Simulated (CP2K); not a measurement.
# BLYP-D3(BJ)/DZVP-MOLOPT-SR-GTH (core potential) run of C2H5ClSi (SMILES ClC1C[SiH2]1)

Aim: the vertical singlet–triplet gap of C2H5ClSi at BLYP-D3(BJ)/DZVP-MOLOPT-SR-GTH (core potential), from 2 runs. 

The results are computed with CP2K 2026.2.

1 further run of the same task is left out (set aside as unsound or not needed).

### 1 The system as given

C2H5ClSi has 9 atoms, charge 0, and is taken as a singlet. As SMILES, `ClC1C[SiH2]1`. The coordinates come from a PBE0-D4/def2-TZVP relaxation.

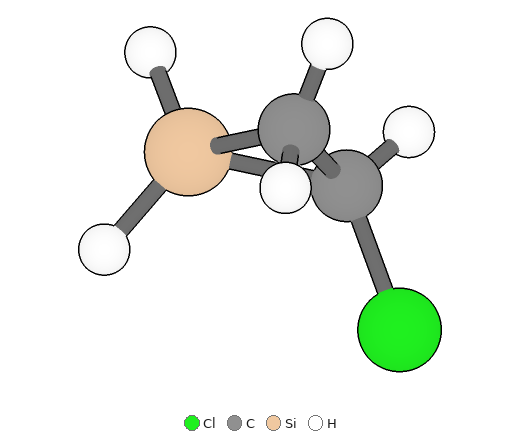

Viewed from a chosen angle; chlorine green, carbon grey, silicon light orange, hydrogen white.

### 2 A single-point energy at BLYP-D3(BJ)/DZVP-MOLOPT-SR-GTH (core potential)

mol.inp

```
&GLOBAL
  PROJECT mol
  RUN_TYPE ENERGY
  PRINT_LEVEL MEDIUM
&END GLOBAL
&FORCE_EVAL
  METHOD QS
  &DFT
    BASIS_SET_FILE_NAME BASIS_MOLOPT
    POTENTIAL_FILE_NAME GTH_POTENTIALS
    &QS
      METHOD GPW
      EPS_DEFAULT 1.0E-10
    &END QS
    &MGRID
      CUTOFF 400
      REL_CUTOFF 50
      NGRIDS 4
    &END MGRID
    &POISSON
      PERIODIC NONE
      POISSON_SOLVER MULTIPOLE
    &END POISSON
    &SCF
      SCF_GUESS ATOMIC
      EPS_SCF 1.0E-06
      MAX_SCF 150
      ADDED_MOS 3
      &DIAGONALIZATION
        ALGORITHM STANDARD
      &END DIAGONALIZATION
      &MIXING
        METHOD BROYDEN_MIXING
        ALPHA 0.3
        NBUFFER 8
      &END MIXING
    &END SCF
    &XC
      &XC_FUNCTIONAL BLYP
      &END XC_FUNCTIONAL
      &VDW_POTENTIAL
        POTENTIAL_TYPE PAIR_POTENTIAL
        &PAIR_POTENTIAL
          TYPE DFTD3(BJ)
          PARAMETER_FILE_NAME dftd3.dat
          REFERENCE_FUNCTIONAL BLYP
          R_CUTOFF 15
        &END PAIR_POTENTIAL
      &END VDW_POTENTIAL
    &END XC
    &PRINT
      &MOMENTS
        PERIODIC F
        REFERENCE COM
        MAX_MOMENT 1
      &END MOMENTS
      &MO ON
        ENERGIES T
        OCCUPATION_NUMBERS T
        NDIGITS 6
        &EACH
          QS_SCF 0
        &END EACH
        ADD_LAST NUMERIC
      &END MO
      &HIRSHFELD OFF
      &END HIRSHFELD
    &END PRINT
  &END DFT
  &SUBSYS
    &CELL
      ABC 9.7 10.4 11.4
      PERIODIC NONE
    &END CELL
    &COORD
      UNIT bohr
      Cl    -1.1531109    -0.7872599    -4.2600096
      C     -0.8363928     0.7058127    -1.3037221
      C      1.7582012     0.5765554    -0.0270231
      Si    -0.7889607    -1.0867815     1.7081234
      H     -1.6999976     2.5636025    -1.3502093
      H      3.1356226    -0.6090587    -0.9792561
      H      2.5430044     2.3600790     0.6124602
      H     -0.8556680    -3.8703481     1.5849133
      H     -1.9348906     0.0600933     3.9822199
    &END COORD
    &TOPOLOGY
      &CENTER_COORDINATES
      &END CENTER_COORDINATES
    &END TOPOLOGY
    &KIND Cl
      BASIS_SET DZVP-MOLOPT-SR-GTH-q7
      POTENTIAL GTH-BLYP-q7
    &END KIND
    &KIND C
      BASIS_SET DZVP-MOLOPT-SR-GTH-q4
      POTENTIAL GTH-BLYP-q4
    &END KIND
    &KIND Si
      BASIS_SET DZVP-MOLOPT-SR-GTH-q4
      POTENTIAL GTH-BLYP-q4
    &END KIND
    &KIND H
      BASIS_SET DZVP-MOLOPT-SR-GTH-q1
      POTENTIAL GTH-BLYP-q1
    &END KIND
  &END SUBSYS
&END FORCE_EVAL
```

The run is started by

```console
$ OMP_NUM_THREADS=1 cp2k.psmp mol.inp > mol.out
```

Output:

```text
CP2K| version string:                                       CP2K version 2026.2
[...]
 GLOBAL| Method name                                                        CP2K
[...]
 GLOBAL| Run type                                                         ENERGY
[...]
 DFT| Spin restricted Kohn-Sham (RKS) calculation                            RKS
 DFT| Multiplicity                                                             1
[...]
 DFT| Charge                                                                   0
[...]
 FUNCTIONAL| BECKE88:
 FUNCTIONAL| LYP:
[...]
 QS| Method:                                                                 GPW
[...]
 QS| Density cutoff [a.u.]:                                                200.0
[...]
 QS| Relative density cutoff [a.u.]:                                        25.0
[...]
                             - Atoms:                                          9
[...]
                             - Spherical basis functions:                     77
[...]
 Number of electrons:                                                         24
[...]
     1 NoMix/Diag. 0.30E+00    4.6     1.20657302       -32.3951150289 -3.24E+01
[...]
    19 Broy./Diag. 0.30E+00    5.3     0.00000068       -33.0779197025  1.07E-05
  *** SCF run converged in    19 steps ***
[...]
  Overlap energy of the core charge distribution:               0.00000108011356
  Self energy of the core charge distribution:                -77.72610813532862
  Core Hamiltonian energy:                                     20.91403459417955
  Hartree energy:                                              33.02877967211284
  Exchange-correlation energy:                                 -9.27780145927937
  Dispersion energy:                                           -0.01682545430108
  Total energy:                                               -33.07791970250310
[...]
                     Mulliken Population Analysis
 #  Atom  Element  Kind  Atomic population                           Net charge
       1     Cl       1          7.062835                             -0.062835
       2     C        2          4.183847                             -0.183847
       3     C        2          4.218687                             -0.218687
       4     Si       3          3.794486                              0.205514
       5     H        4          0.925038                              0.074962
       6     H        4          0.933600                              0.066400
       7     H        4          0.937647                              0.062353
       8     H        4          0.970637                              0.029363
       9     H        4          0.973223                              0.026777
 # Total charge                             24.000000                  0.000000
[...]
  Dipole moment [Debye]
    X=  0.3568249E+00 Y=  0.4741922E+00 Z=  0.1720362E+01  Total=      1.8198429
 ENERGY| Total FORCE_EVAL ( QS ) energy [hartree]            -33.077919702503102
[...]
```

Run time: 2 min. Hardware: 1 thread of Intel Xeon at 2.50GHz (Skylake/Cascade Lake), shared host; peak memory 1.6 GiB.

### 3 The triplet

molecule.xyz

```xyz
9

Cl    -0.610200    -0.416600    -2.254300
C     -0.442600     0.373500    -0.689900
C      0.930400     0.305100    -0.014300
Si    -0.417500    -0.575100     0.903900
H     -0.899600     1.356600    -0.714500
H      1.659300    -0.322300    -0.518200
H      1.345700     1.248900     0.324100
H     -0.452800    -2.048100     0.838700
H     -1.023900     0.031800     2.107300
```

gas.inp

```
&GLOBAL
 PROJECT_NAME gas
 RUN_TYPE ENERGY
 PRINT_LEVEL MEDIUM
&END GLOBAL

&FORCE_EVAL
 METHOD QS
 &DFT
  BASIS_SET_FILE_NAME BASIS_MOLOPT
  POTENTIAL_FILE_NAME GTH_POTENTIALS
  MULTIPLICITY 3
  SPIN_POLARIZED T
  # Quickstep
  &QS
   METHOD GPW
   EPS_DEFAULT 1.0E-10
  &END QS
  &MGRID
   CUTOFF 400
   REL_CUTOFF 50
   NGRIDS 4
  &END MGRID
  &POISSON
   PERIODIC NONE
   POISSON_SOLVER MULTIPOLE
  &END POISSON
  # SCF settings
  &SCF
   SCF_GUESS ATOMIC
   EPS_SCF 1.0E-05
   MAX_SCF 40
   &OT
    MINIMIZER DIIS
    PRECONDITIONER FULL_ALL
   &END OT
   &OUTER_SCF
    EPS_SCF 1.0E-05
    MAX_SCF 2
   &END OUTER_SCF
  &END SCF
  # functional
  &XC
   &XC_FUNCTIONAL BLYP
   &END XC_FUNCTIONAL
   &VDW_POTENTIAL
    POTENTIAL_TYPE PAIR_POTENTIAL
    &PAIR_POTENTIAL
     TYPE DFTD3(BJ)
     PARAMETER_FILE_NAME dftd3.dat
     REFERENCE_FUNCTIONAL BLYP
     R_CUTOFF 15
    &END PAIR_POTENTIAL
   &END VDW_POTENTIAL
  &END XC
  # extra output
  &PRINT
   &MOMENTS
    PERIODIC F
    REFERENCE COM
    MAX_MOMENT 1
   &END MOMENTS
   &MO_CUBES
    NLUMO 2
    NHOMO -1
    WRITE_CUBE F
   &END MO_CUBES
   &HIRSHFELD OFF
   &END HIRSHFELD
  &END PRINT
 &END DFT
 &SUBSYS
  # box in angstrom
  &CELL
   ABC 9.7 10.4 11.4
   PERIODIC NONE
  &END CELL
  &TOPOLOGY
   COORD_FILE_NAME molecule.xyz
   COORD_FILE_FORMAT XYZ
   &CENTER_COORDINATES
   &END CENTER_COORDINATES
  &END TOPOLOGY
  &KIND Cl
   BASIS_SET DZVP-MOLOPT-SR-GTH-q7
   POTENTIAL GTH-BLYP-q7
  &END KIND
  &KIND C
   BASIS_SET DZVP-MOLOPT-SR-GTH-q4
   POTENTIAL GTH-BLYP-q4
  &END KIND
  &KIND Si
   BASIS_SET DZVP-MOLOPT-SR-GTH-q4
   POTENTIAL GTH-BLYP-q4
  &END KIND
  &KIND H
   BASIS_SET DZVP-MOLOPT-SR-GTH-q1
   POTENTIAL GTH-BLYP-q1
  &END KIND
 &END SUBSYS
&END FORCE_EVAL
```

The run is started by

```console
$ OMP_NUM_THREADS=1 cp2k.psmp gas.inp > gas.out
```

Output (excerpt; [...] marks lines left out):

```text
CP2K| version string:                                       CP2K version 2026.2
[...]
 GLOBAL| Method name                                                        CP2K
[...]
 GLOBAL| Run type                                                         ENERGY
[...]
 DFT| Spin unrestricted (spin-polarized) Kohn-Sham calculation               UKS
 DFT| Multiplicity                                                             3
[...]
 DFT| Charge                                                                   0
[...]
 FUNCTIONAL| BECKE88:
 FUNCTIONAL| LYP:
[...]
 QS| Method:                                                                 GPW
[...]
 QS| Density cutoff [a.u.]:                                                200.0
[...]
 QS| Relative density cutoff [a.u.]:                                        25.0
[...]
                             - Atoms:                                          9
[...]
                             - Spherical basis functions:                     77
[...]
 Number of electrons:                                                         13
[...]
     1 OT DIIS     0.15E+00    8.3     0.09582385       -30.5221773888 -3.05E+01
[...]
    34 OT DIIS     0.15E+00    8.8     0.00000779       -32.9117915356 -8.86E-08
  *** SCF run converged in    34 steps ***
[...]
  Overlap energy of the core charge distribution:               0.00000108011367
  Self energy of the core charge distribution:                -77.72610813532862
  Core Hamiltonian energy:                                     21.03809240236912
  Hartree energy:                                              33.05195469632747
  Exchange-correlation energy:                                 -9.25890612480237
  Dispersion energy:                                           -0.01682545426204
  Total energy:                                               -32.91179153558276
[...]
                     Mulliken Population Analysis
 #  Atom  Element  Kind  Atomic population (alpha,beta) Net charge  Spin moment
       1     Cl       1         3.707946     3.307137    -0.015083     0.400808
       2     C        2         2.332664     1.823681    -0.156344     0.508983
       3     C        2         2.180847     1.999548    -0.180395     0.181299
[...]
  Dipole moment [Debye]
    X=  0.9393059E+00 Y=  0.1398543E+01 Z= -0.2404746E+00  Total=      1.7017771
[...]
 HOMO - LUMO gap [eV] :    1.191287
 ENERGY| Total FORCE_EVAL ( QS ) energy [hartree]            -32.911791535582758
[...]
```

Wall time 5.3 min (1 thread of Intel Xeon at 2.50GHz (Skylake/Cascade Lake), shared host); peak memory 1.2 GiB.

### 4 Outcome

At BLYP-D3(BJ)/DZVP-MOLOPT-SR-GTH (core potential):

```
                                        quantity          value
                           singlet: total energy   -33.07792 Eh
                          singlet: dipole moment         1.82 D
                            singlet: HOMO energy       -5.56 eV
                            singlet: LUMO energy       -0.66 eV
                          singlet: HOMO–LUMO gap        4.90 eV
                      singlet: dispersion energy  -44.18 kJ/mol
                           triplet: total energy   -32.91179 Eh
                          triplet: dipole moment         1.70 D
     triplet: HOMO energy (highest over α and β)       -1.35 eV
                      triplet: dispersion energy  -44.18 kJ/mol
                                   triplet: ⟨S²⟩          2.006
vertical energy of the triplet above the singlet       4.521 eV
```

**Reading.** At this shape the triplet lies 4.52 eV (104 kcal/mol) above the singlet.
